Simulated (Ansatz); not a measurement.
Consider Sr2SiS4 (P2_1/m).

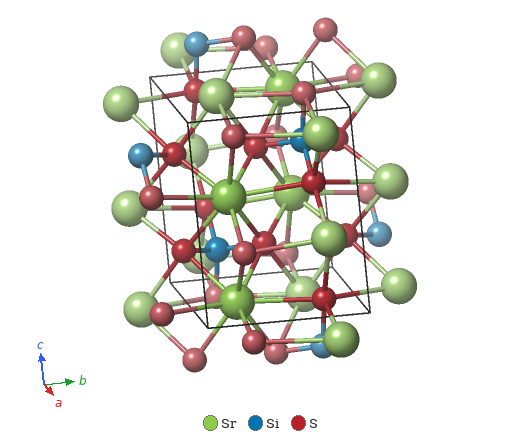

The structure (strontium green, silicon blue, sulfur red). Some periodic images of atoms are drawn too.

The structure is monoclinic, space group P2_1/m (No. 11). The conventional cell has a = 6.609 Å, b = 6.660 Å, c = 8.262 Å, α = 90.00°, β = 108.22°, γ = 90.00°. Sr has 9 S at 2.96 to 3.80 Å and 4 Si at 3.51 to 3.93 Å nearest. Sr has 8 S at 3.04 to 3.46 Å and 3 Si at 3.71 to 3.89 Å nearest. Nearest to Si lie 4 S at 2.12 to 2.13 Å and 7 Sr at 3.51 to 3.93 Å. Nearest to S lie 1 Si at 2.12 Å and 5 Sr at 3.03 to 3.80 Å. Nearest to S lie 1 Si at 2.13 Å and 4 Sr at 2.96 to 3.46 Å. S has 1 Si at 2.12 Å and 4 Sr at 3.01 to 3.13 Å nearest. Farther neighbours and most contacts between anions are not listed.

```cif
data_structure
_symmetry_space_group_name_H-M 'P 1'
_symmetry_Int_Tables_number 1
_cell_length_a 6.6087
_cell_length_b 6.6595
_cell_length_c 8.2623
_cell_angle_alpha 90.000
_cell_angle_beta 108.216
_cell_angle_gamma 90.000
_cell_volume 345.41
loop_
_atom_site_label
_atom_site_type_symbol
_atom_site_fract_x
_atom_site_fract_y
_atom_site_fract_z
_atom_site_occupancy
Sr1 Sr 0.28367 0.75000 0.95181 1
Sr2 Sr 0.71633 0.25000 0.04819 1
Sr3 Sr 0.22483 0.75000 0.42926 1
Sr4 Sr 0.77517 0.25000 0.57074 1
Si5 Si 0.72130 0.75000 0.79685 1
Si6 Si 0.27870 0.25000 0.20315 1
S7 S 0.88645 0.75000 0.06158 1
S8 S 0.11355 0.25000 0.93842 1
S9 S 0.91690 0.75000 0.63567 1
S10 S 0.08310 0.25000 0.36433 1
S11 S 0.51038 0.50197 0.73725 1
S12 S 0.48962 0.00197 0.26275 1
S13 S 0.48962 0.49803 0.26275 1
S14 S 0.51038 0.99803 0.73725 1
```

The cell and positions are those that the Materials Project relaxed with its own functionals (PBE, PBE+U or r2SCAN), kept fixed. PAW set soft_2, made with PBE.

Gaps computed with Ansatz 0.2.0 without a self-energy: LDA 2.76 eV, r2SCAN 3.40 eV, r2SCAN+SOC 3.40 eV and HSE06 3.97 eV. The mean ε∞ by r2SCAN perturbation theory is 4.36.

Q: Estimate the G0W0@r2SCAN gap with 2×2×2 mesh, 904 empty bands, screening to 110 eV, default PAW files.

About 4.66 eV: on its mesh the run moves the gap from 3.40 eV by +1.26 eV. Among the scalar-relativistic levels given, HSE06 is nearest (−0.69 eV). One-shot corrections scale roughly with one over ε∞, here 0.23. Bands and cutoff are finite, so the gap is not at the basis limit. The miss can reach some tenths of an eV and take either sign; the mesh is an error of its own. The 2×2×2 mesh is coarse for this cell (its supercell is 13 Å along the shortest edge). The RPA ε∞ on it, from the r2SCAN start, is 3.96, 4.01 and 4.30; such meshes misread the long-range screening, most where the gap is narrow. The many-body steps are scalar-relativistic: spin-orbit coupling is not in them.

[Paths, hosts, dates, memory and timing lines, banners, echoed tables and standing remarks are left out of the program output.]

[Logs are printed without paths, hosts, clocks, repeated set-up lines and the standing remarks that a program may print on its own settings, such as how far it seeks lower states.]

[Runs of the session that timed out or met a known fault of the program may be left out.]

[Cells called generated may have been cut or substituted from an entry of the Crystallography Open Database or the Materials Project.]

[Hosts, paths, dates, database ids (printed as entryN), source tags and the programs' standing remarks are cut or masked in the printed files.]
